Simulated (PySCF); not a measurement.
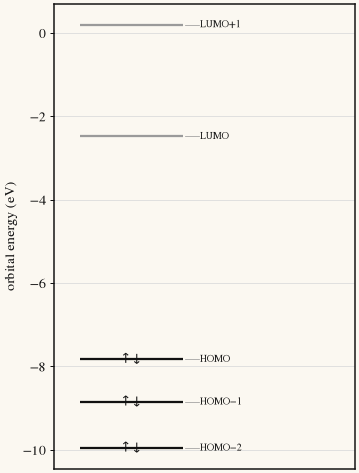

Kohn-Sham orbital energies near the frontier, PBE0/def2-SVPD in PySCF, at a GFN2-xTB geometry (no frequency check), isolated molecule; empty levels in grey, levels within 0.03 eV side by side.

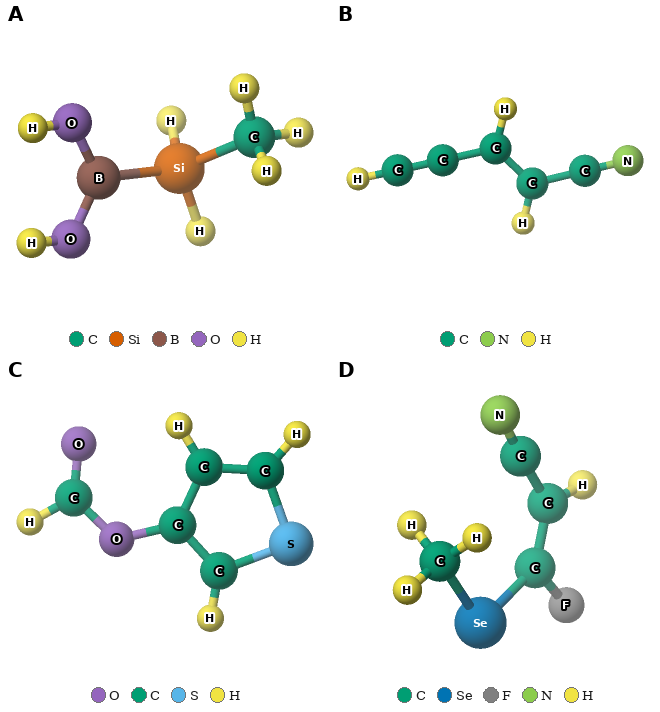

Which molecule has this level scheme? The candidates are drawn in the second picture.

Answer. Structure B, C₅H₃N, SMILES C#C/C=C/C#N. HOMO −7.83 eV, LUMO −2.49 eV, separation 5.35 eV.

Note: the tight-binding geometry is rougher than a DFT one and adds to the error; empty levels above zero depend strongly on the basis.
